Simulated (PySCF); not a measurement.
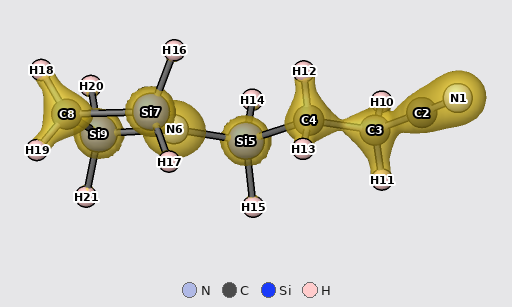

C$_{4}$H$_{12}$N$_{2}$Si$_{3}$ (SMILES N#CCC[SiH2]N1[SiH2]C[SiH2]1). Isosurface of the electron density at 1.5 e/Å³ (yellow), seen from one side.

Geometry: GFN2-xTB.

The calculation used PySCF, PBE0/pcSseg-1, SCF density, gas phase, non-relativistic.

```yaml
atoms:
  - { symbol: N, position_ang: [4.8695, 1.5928, -0.2080] }
  - { symbol: C, position_ang: [4.1214, 0.7421, -0.0493] }
  - { symbol: C, position_ang: [3.1440, -0.2969, 0.1422] }
  - { symbol: C, position_ang: [1.7265, 0.2699, 0.0495] }
  - { symbol: Si, position_ang: [0.4163, -1.0897, 0.2434] }
  - { symbol: N, position_ang: [-1.1292, -0.3422, 0.1504] }
  - { symbol: Si, position_ang: [-1.6461, 1.3428, 0.0991] }
  - { symbol: C, position_ang: [-3.4300, 0.6585, 0.0371] }
  - { symbol: Si, position_ang: [-2.7145, -1.1096, 0.1132] }
  - { symbol: H, position_ang: [3.2968, -1.0634, -0.6224] }
  - { symbol: H, position_ang: [3.3085, -0.7555, 1.1209] }
  - { symbol: H, position_ang: [1.6045, 0.7722, -0.9110] }
  - { symbol: H, position_ang: [1.5925, 1.0339, 0.8163] }
  - { symbol: H, position_ang: [0.5649, -2.0769, -0.8363] }
  - { symbol: H, position_ang: [0.5909, -1.7661, 1.5394] }
  - { symbol: H, position_ang: [-1.1721, 2.0287, -1.1024] }
  - { symbol: H, position_ang: [-1.2731, 2.0686, 1.3137] }
  - { symbol: H, position_ang: [-3.9796, 0.8941, -0.8687] }
  - { symbol: H, position_ang: [-4.0636, 0.9380, 0.8728] }
  - { symbol: H, position_ang: [-2.8740, -1.9439, -1.0766] }
  - { symbol: H, position_ang: [-2.9627, -1.8805, 1.3309] }
```

**Which contacts does the surface bridge?**

At this value the surface falls into twelve separate pieces. It bridges the sampled C–N (1.14 Å) and C–C (1.44 Å) contacts, where the density stays above the isovalue. It is pinched off along the sampled Si–N (1.72 Å) and C–Si (1.90 Å) contacts. On the grid the lowest density along these lines, outside the cores, is 3.3 e/Å³ (C–N, 1.14 Å), 1.8 e/Å³ (C–C, 1.44 Å), 0.92 e/Å³ (Si–N, 1.72 Å) and 0.79 e/Å³ (C–Si, 1.90 Å).
